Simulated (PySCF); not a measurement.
**CH7O2PSi2 (SMILES O=CO[SiH2]P[SiH3]): density, localisation and related maps**

```xyz
13

O     0.8455    1.6259    0.3285
C     1.9511    1.1509    0.3606
O     2.2428   -0.0821   -0.0120
Si    0.9469   -1.0706   -0.5988
P    -0.6471   -1.1963    0.9705
Si   -1.9934    0.4916    0.2582
H     2.8487    1.7000    0.7109
H     1.5985   -2.3945   -0.7784
H     0.5317   -0.5043   -1.9135
H    -1.3364   -2.2425    0.2800
H    -1.8841    1.6323    1.2053
H    -1.7132    0.9282   -1.1408
H    -3.3852   -0.0551    0.3197
```

Geometry: PBE0-D3(BJ)/def2-SVP.

Computed with PBE0/pcSseg-1, SCF density, gas phase, non-relativistic in PySCF.

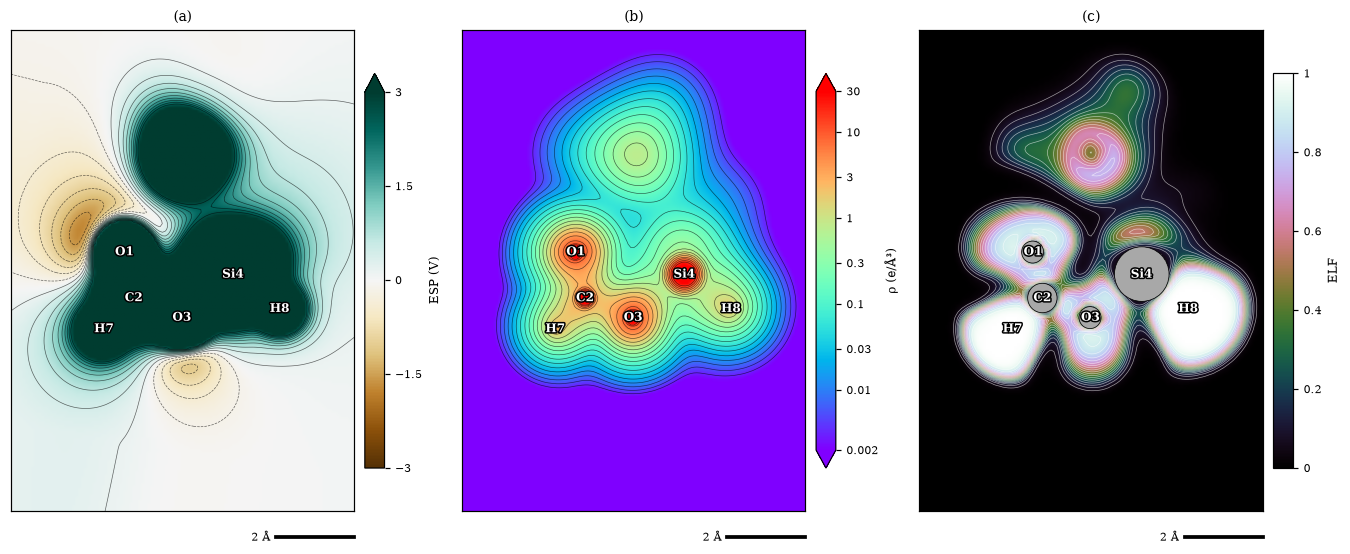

Figure 1. (a) molecular electrostatic potential; (b) electron density; (c) electron localisation function on the plane of atoms O1, C2 and H7. Grey discs cover the atomic cores in the ELF map.

> Describe what can be read from this map.

The section cuts through O, C, Si and H sites. C–O (1.20 Å): the density is about 3.3 e/Å³ at the midpoint; the ELF peaks at about 0.85 between the atoms (a multiple bond). Si–O (1.73 Å): the density is about 0.95 e/Å³ at the midpoint; the ELF peaks at about 0.90 between the atoms, as expected for a shared but strongly polarised pair. C–H (1.11 Å): ρ at the midpoint is about 2 e/Å³; the ELF climbs to about 1 towards the hydrogen, as it does in any bond to H; an ordinary covalent bond to hydrogen. C–O (1.32 Å): ρ is about 2.5 e/Å³ halfway; the ELF peaks at about 0.85 between the atoms (a shared but strongly polarised pair). Si–H (1.49 Å): the density is about 0.81 e/Å³ at the midpoint; the ELF climbs to about 1 towards the hydrogen. The ELF also peaks beside O3 and O1, away from the bonds: lone-pair regions. Outside the dense part of the molecule the potential is most negative (−1.7 V) near O1.

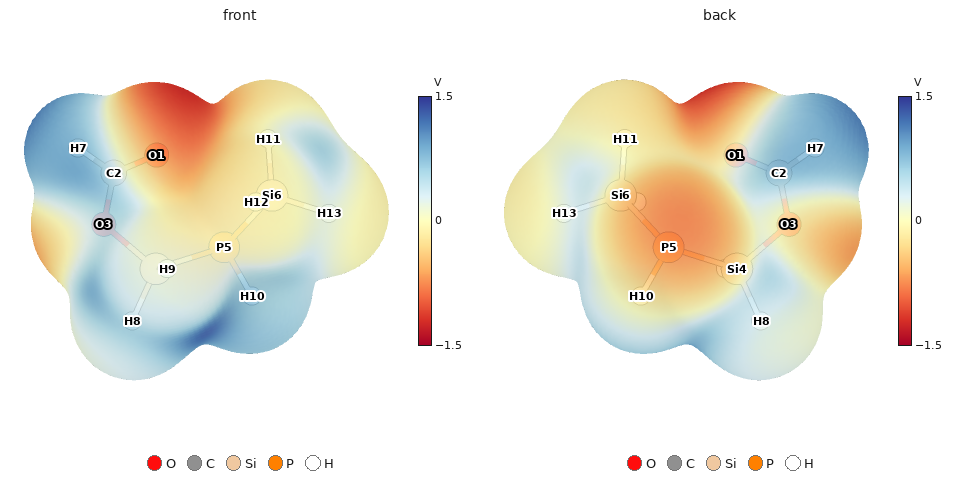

Figure 2. The molecular electrostatic potential painted on the density surface at 0.001 e/bohr³, seen from the front and from behind; red is negative and blue positive.

> Which sites attract a positive test charge, and which a negative one?

A positive charge is drawn to the negative regions and a negative charge to the positive ones. The most negative region (about −1.2 V) lies over O1, the most positive (about +1.2 V) over Si4. O1 is the likeliest acceptor of a hydrogen bond.
